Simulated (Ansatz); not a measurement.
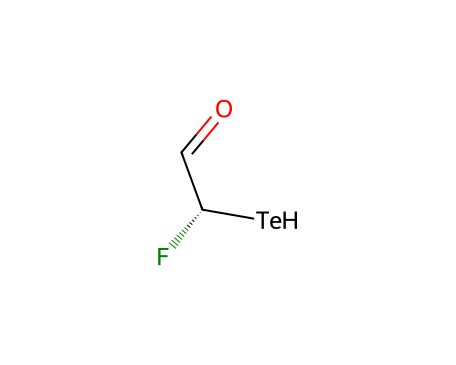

(Drawn from a calculation with Ansatz.)

Q: Write the SMILES.

A: O=C[C@@H](F)[TeH]

Q: What is the molecular formula?

A: C2H3FOTe.

Q: An optimisation with PBE-D4/def2-SVP gave a structure of which point group?

A: C1.
